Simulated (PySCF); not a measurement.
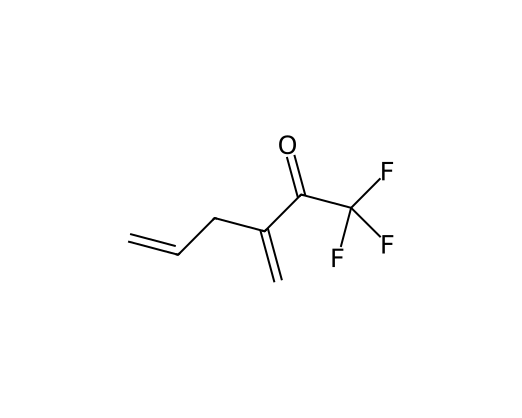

A structural formula.

> Write the SMILES.

C=CCC(=C)C(=O)C(F)(F)F

> What is the molecular formula?

C7H7F3O.

> An optimisation with PBE0-D3(BJ)/def2-SVP gave a structure of which point group?

C1. Other conformers may differ.

The parts below concern this one geometry. Atoms keep their numbers from picture to picture. The computed structure is the end point of a PBE0-D3(BJ)/def2-SVP optimisation. No frequency run is at hand to confirm it as a minimum.

Shape

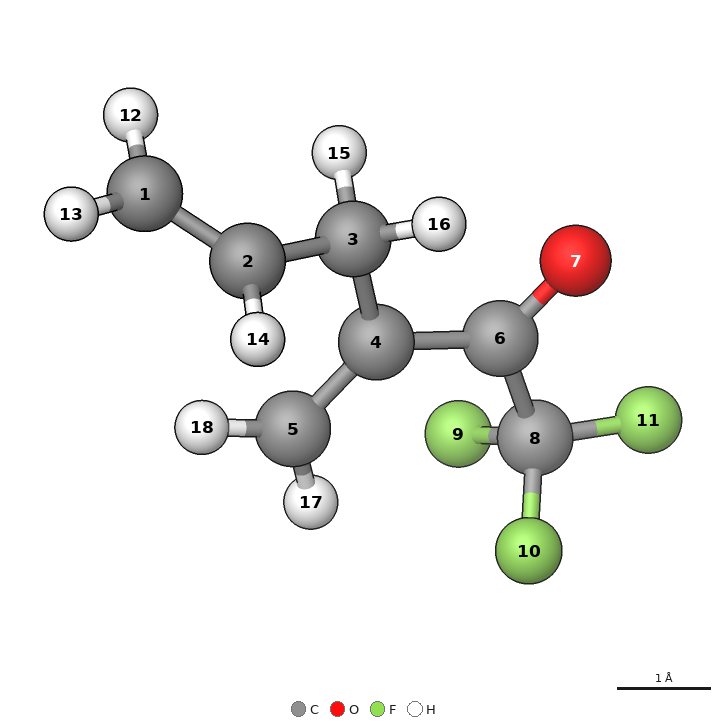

Atoms carry their numbers in the input. No frequency run is at hand to confirm it as a minimum.

> Describe the coordination of atom 1.

C1 has 3 neighbours (C2 at 1.33, H12 at 1.09, H13 at 1.09 Å); the arrangement is trigonal planar.

> What is the geometry at C6?

C6 has 3 neighbours (C4 at 1.48, O7 at 1.20, C8 at 1.55 Å); the arrangement is trigonal planar.

> What is the geometry at C5?

C5 has 3 neighbours (C4 at 1.34, H17 at 1.09, H18 at 1.09 Å); the arrangement is trigonal planar.

> How are the neighbours of atom 2 arranged?

C2 has 3 neighbours (C1 at 1.33, C3 at 1.49, H14 at 1.10 Å); the arrangement is trigonal planar.

> What is the dihedral angle C4–C6–C8–F9?

60° in size, that is gauche.

Excitation

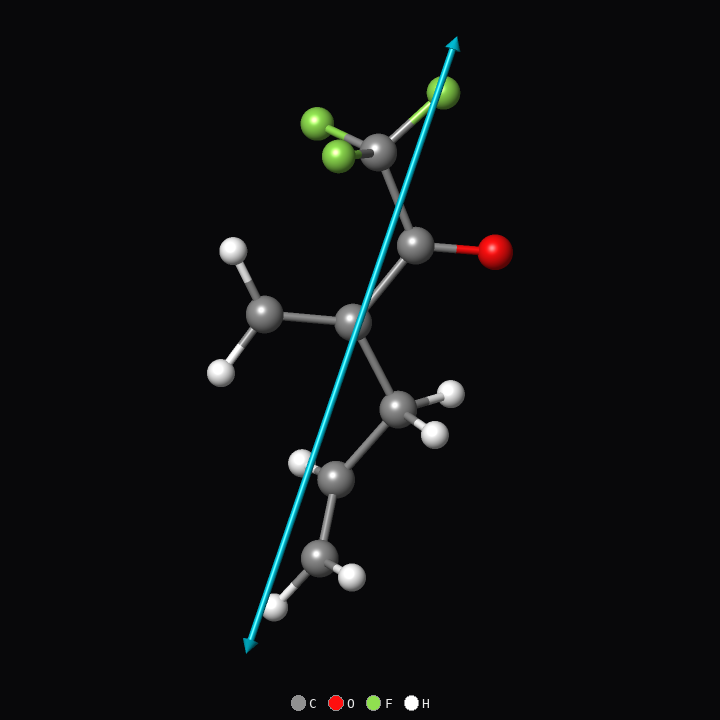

The double arrow shows the direction of the transition dipole to excited singlet state 8 (its length means nothing). No frequency run is at hand to confirm it as a minimum. Properties computed with TDDFT CAM-B3LYP/def2-SVPD, vertical, gas phase, core orbitals frozen in the response (PySCF 2.14.0).

> Where does the transition lie, and how strong is it?

7.78 eV (159 nm), oscillator strength 0.024, of mixed character, with the largest part HOMO → LUMO+3 (weight 0.36); transition dipole 0.89 D.

NMR shielding

The questions are on isotropic NMR shieldings of the F atoms. No frequency run is at hand to confirm it as a minimum. Method: GIAO B3LYP/pcSseg-2 NMR shielding, non-relativistic, gas phase (PySCF 2.14.0).

Give the isotropic NMR shieldings of the F atoms atom by atom.

```
atom  σ (ppm)
  F9    245.8
 F10    245.8
 F11    263.0
```

Spin–spin coupling

No frequency run is at hand to confirm it as a minimum. Method: B3LYP/pcJ-1 indirect spin-spin coupling, non-relativistic, gas phase (PySCF 2.14.0). Isotopes: 13C, 19F, 1H, 17O.

Give the spin–spin coupling constants of these pairs, with the number of bonds between them: C8/F11, C8/F9, C6/F10, F9/F11, F9/F10, F10/F11, C4/F9, C4/F10, C4/F11, O7/F9, O7/F11, O7/F10.

```csv
pair,bonds apart,J (Hz)
"C8, F11",1,−355.1
"C8, F9",1,−357.9
"C6, F10",2,39.6
"F9, F11",2,49.9
"F9, F10",2,91.6
"F10, F11",2,49.2
"C4, F9",3,−2.3
"C4, F10",3,−2.4
"C4, F11",3,3.7
"O7, F9",3,1.2
"O7, F11",3,−3.8
"O7, F10",3,1.0
```

Density functionals are unreliable for couplings to fluorine, so those rows may be far off.

Charges

The questions are on ESP-fitted charges. No frequency run is at hand to confirm it as a minimum. Method: PBE0/pcSseg-1, gas phase (PySCF 2.14.0).

> Which atom carries the highest charge (most positive or least negative)?

C8 (0.62 e).

> And the lowest?

C1 (−0.48 e).

List the ESP-fitted charges.

```csv
atom,value (e)
C1,−0.48
C2,−0.13
C3,−0.08
C4,0.02
C5,−0.46
C6,0.36
O7,−0.42
C8,0.62
F9,−0.22
F10,−0.22
F11,−0.19
H12,0.21
H13,0.20
H14,0.14
H15,0.11
H16,0.11
H17,0.20
H18,0.23
```
